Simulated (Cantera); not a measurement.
A closed system holds: 1 mol SiH₄, 1.9 mol O₂, 0.41 mol H₂, equilibrated at 19.5 Torr.

Equilibrium computed with Cantera from the NASA thermochemical tables; the gas is ideal and each condensed phase is pure. Candidate condensed phases: H₂O, Si, SiO₂; 18 gas species. The tables hold silica as quartz up to 1696 K and as liquid above; real silica turns to tridymite and cristobalite and melts near 1996 K. Gases not in the tables: Si(OH)₄. The numbers say what is thermodynamically allowed, not how fast it happens.

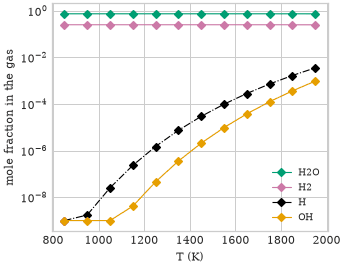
Fig. 1. Equilibrium gas composition (values under 1e-9 drawn at 1e-9)

From 850 K to 1650 K the condensed part is SiO₂(β-quartz). From 1750 K to 1950 K the condensed part is SiO₂(condensed).
